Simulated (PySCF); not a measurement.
# Two runs on C4H12O2Si

System: C4H12O2Si, SMILES CO[Si](C)(C)OC.
Method of run 1: GIAO BP86/pcSseg-1 NMR shielding, non-relativistic, gas phase (PySCF 2.14.0).

The geometry comes from this level: PBE0-D3(BJ)/def2-SVP. Text and figures count atoms from 1; the logs count them from 0 in places.

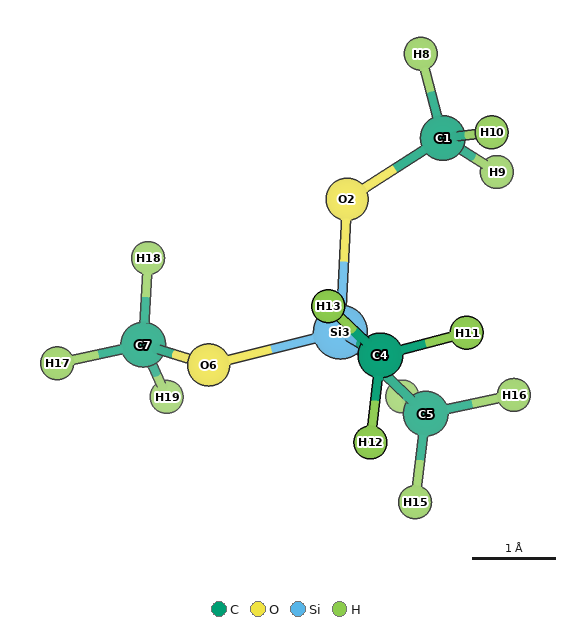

Fig. 1: The input geometry (ball-and-stick view, seen at a tilt; atoms are numbered from 1 in the order of the input). Bond lengths as drawn: C–H 1.10 to 1.11 Å, C–O 1.39 to 1.40 Å, C–Si 1.86 to 1.87 Å and O–Si 1.66 to 1.67 Å.

The input, run 1:
```
{"job": {"kind": "nmr", "xc": "BP86", "basis": "pcSseg-1", "pop": false}, "charge": 0, "multiplicity": 1}
C     -1.720762    -1.269631     1.143441
O     -0.472903    -0.650031     1.092561
Si     0.049416     0.416247    -0.083073
C     -0.807036     2.061292     0.051859
C     -0.167663    -0.368216    -1.767646
O      1.650396     0.687306     0.252735
C      2.603124    -0.320352     0.438981
H     -1.756863    -1.936807     2.019139
H     -1.924397    -1.884903     0.246388
H     -2.548343    -0.542003     1.246477
H     -1.890310     1.968974    -0.122969
H     -0.404162     2.769967    -0.688229
H     -0.653195     2.489359     1.053874
H      0.320818    -1.354335    -1.812229
H      0.276033     0.266903    -2.550285
H     -1.231380    -0.510115    -2.017101
H      3.539271     0.136072     0.796430
H      2.272997    -1.063038     1.186056
H      2.828791    -0.857218    -0.501706
```

The first line tells a small driver script what to run in PySCF; the rest is the geometry in Å.

Hardware: 1 CPU thread, shared host.

Output (run 1):
```
coarse grid: 15584 points
cycle   1  E = -599.3129004385  dE =  5.288e-01  |g| = 1.152e+00  |ddm| = 3.767e+00
cycle   2  E = -598.5885161384  dE =  7.244e-01  |g| = 2.214e+00  |ddm| = 3.397e+00
cycle   3  E = -599.5562384698  dE = -9.677e-01  |g| = 3.065e-01  |ddm| = 2.750e+00
cycle   4  E = -599.5753856233  dE = -1.915e-02  |g| = 8.686e-02  |ddm| = 3.049e-01
cycle   5  E = -599.5771611577  dE = -1.776e-03  |g| = 1.342e-02  |ddm| = 6.944e-02
cycle   6  E = -599.5771951414  dE = -3.398e-05  |g| = 6.100e-03  |ddm| = 1.461e-02
cycle   7  E = -599.5772020873  dE = -6.946e-06  |g| = 1.850e-03  |ddm| = 5.777e-03
final grid: 143640 points
cycle   8  E = -599.6627080127  dE = -3.286e-05  |g| = 1.287e-02  |ddm| = 2.420e-02
cycle   9  E = -599.6626216075  dE =  8.641e-05  |g| = 2.533e-02  |ddm| = 2.422e-02
cycle  10  E = -599.6627362333  dE = -1.146e-04  |g| = 2.061e-03  |ddm| = 1.795e-02
cycle  11  E = -599.6627372655  dE = -1.032e-06  |g| = 3.403e-04  |ddm| = 2.149e-03
cycle  12  E = -599.6627372896  dE = -2.404e-08  |g| = 1.087e-04  |ddm| = 3.137e-04
cycle  13  E = -599.6627372917  dE = -2.089e-09  |g| = 4.283e-05  |ddm| = 1.295e-04
cycle  14  E = -599.6627372920  dE = -3.006e-10  |g| = 9.112e-06  |ddm| = 3.889e-05
converged SCF energy = -599.6627372920

GIAO shielding tensors (ppm)
atom      isotropic    diamagn.    paramagn.     s11        s22        s33       span
  0 C      126.811     242.841    -116.031     99.420    102.180    178.831     79.411
  1 O      295.682     401.980    -106.299    232.350    308.101    346.594    114.244
  2 Si     330.932     884.498    -553.566    303.232    335.599    353.967     50.735
  3 C      183.587     257.428     -73.841    176.547    180.104    194.110     17.562
  4 C      186.009     258.989     -72.980    178.649    186.778    192.600     13.951
  5 O      292.035     399.074    -107.039    225.538    317.656    332.910    107.372
  6 C      127.148     243.185    -116.037     99.205    103.120    179.120     79.916
  7 H       27.500      28.055      -0.555     23.318     25.040     34.143     10.825
  8 H       27.763      30.295      -2.532     23.282     26.117     33.890     10.609
  9 H       27.712      29.500      -1.788     23.351     25.590     34.195     10.844
 10 H       31.316      31.929      -0.613     27.305     29.523     37.121      9.816
 11 H       31.290      31.115       0.176     27.359     29.002     37.510     10.150
 12 H       31.258      31.350      -0.092     27.168     28.461     38.145     10.978
 13 H       31.103      33.228      -2.126     27.144     28.797     37.367     10.223
 14 H       31.430      31.847      -0.417     27.758     28.649     37.884     10.125
 15 H       31.224      32.812      -1.589     27.377     29.449     36.844      9.467
 16 H       27.615      27.559       0.056     23.290     25.163     34.391     11.102
 17 H       27.344      30.039      -2.695     22.559     25.846     33.626     11.067
 18 H       27.712      29.691      -1.979     23.211     25.729     34.196     10.985
```

The input of run 2 differs as follows (lines with − go, lines with + come):
```diff
-"xc": "BP86"
+"xc": "B97-D"
```

How does run 2 compare with run 1?

The total energies belong to different methods, so their difference says nothing on which is more stable or more accurate. The HOMO goes from −6.25 to −6.18 eV. The LUMO goes from 0.38 to 0.45 eV. Of all shieldings, the largest change is that of Si3, by +18.7 ppm. The functional changes from BP86 to B97-D. The number of SCF iterations is the same.

Output (run 2):
```
coarse grid: 15584 points
cycle   1  E = -599.0775699737  dE =  5.091e-01  |g| = 1.161e+00  |ddm| = 3.771e+00
cycle   2  E = -598.3448516285  dE =  7.327e-01  |g| = 2.213e+00  |ddm| = 3.536e+00
cycle   3  E = -599.3278784593  dE = -9.830e-01  |g| = 2.817e-01  |ddm| = 2.878e+00
cycle   4  E = -599.3442870553  dE = -1.641e-02  |g| = 9.609e-02  |ddm| = 3.083e-01
cycle   5  E = -599.3464659032  dE = -2.179e-03  |g| = 1.365e-02  |ddm| = 7.658e-02
cycle   6  E = -599.3465042610  dE = -3.836e-05  |g| = 6.345e-03  |ddm| = 1.795e-02
cycle   7  E = -599.3465118465  dE = -7.586e-06  |g| = 2.290e-03  |ddm| = 6.705e-03
final grid: 143640 points
cycle   8  E = -599.4139035707  dE = -8.499e-05  |g| = 1.109e-02  |ddm| = 2.920e-02
cycle   9  E = -599.4138681937  dE =  3.538e-05  |g| = 1.672e-02  |ddm| = 2.079e-02
cycle  10  E = -599.4139252559  dE = -5.706e-05  |g| = 2.843e-03  |ddm| = 1.424e-02
cycle  11  E = -599.4139264747  dE = -1.219e-06  |g| = 8.972e-04  |ddm| = 2.601e-03
cycle  12  E = -599.4139266491  dE = -1.744e-07  |g| = 7.088e-05  |ddm| = 7.129e-04
cycle  13  E = -599.4139266495  dE = -3.852e-10  |g| = 5.543e-05  |ddm| = 9.758e-05
cycle  14  E = -599.4139266500  dE = -5.532e-10  |g| = 9.342e-06  |ddm| = 4.474e-05
converged SCF energy = -599.4139266500

GIAO shielding tensors (ppm)
atom      isotropic    diamagn.    paramagn.     s11        s22        s33       span
  0 C      126.790     242.060    -115.270    100.234    102.565    177.572     77.338
  1 O      297.667     402.762    -105.095    240.529    308.026    344.446    103.917
  2 Si     349.632     884.594    -534.962    323.148    351.856    373.893     50.745
  3 C      183.127     256.501     -73.374    176.734    180.042    192.606     15.872
  4 C      185.332     258.107     -72.775    178.559    186.334    191.102     12.543
  5 O      294.205     399.780    -105.575    233.784    317.492    331.338     97.553
  6 C      127.097     242.315    -115.219     99.968    103.516    177.805     77.838
  7 H       27.668      28.141      -0.473     23.524     25.228     34.252     10.728
  8 H       27.912      30.444      -2.532     23.470     26.275     33.993     10.523
  9 H       27.864      29.615      -1.751     23.545     25.751     34.295     10.750
 10 H       31.467      32.033      -0.565     27.525     29.697     37.179      9.654
 11 H       31.441      31.172       0.269     27.588     29.186     37.550      9.962
 12 H       31.394      31.428      -0.035     27.398     28.658     38.125     10.727
 13 H       31.243      33.386      -2.144     27.374     28.993     37.361      9.986
 14 H       31.577      31.939      -0.362     27.985     28.843     37.901      9.916
 15 H       31.378      32.942      -1.564     27.606     29.628     36.899      9.293
 16 H       27.778      27.582       0.196     23.494     25.351     34.488     10.995
 17 H       27.499      30.185      -2.686     22.768     26.010     33.718     10.950
 18 H       27.867      29.793      -1.926     23.415     25.891     34.295     10.880
```

The two runs side by side:

```csv
quantity,run 1,run 2
outcome,converged,converged
total energy (hartree),−599.662737,−599.413927
HOMO (eV),−6.25,−6.18
LUMO (eV),0.38,0.45
dipole moment (D),1.61,1.61
shielding of O2 (ppm),295.7,297.7
shielding of Si3 (ppm),330.9,349.6
shielding of C4 (ppm),183.6,183.1
shielding of C5 (ppm),186.0,185.3
shielding of O6 (ppm),292.0,294.2
shielding of H8 (ppm),27.5,27.7
shielding of H17 (ppm),27.6,27.8
SCF iterations,14,14
basis functions,186,186
wall time (shared host),40 s,42 s
```
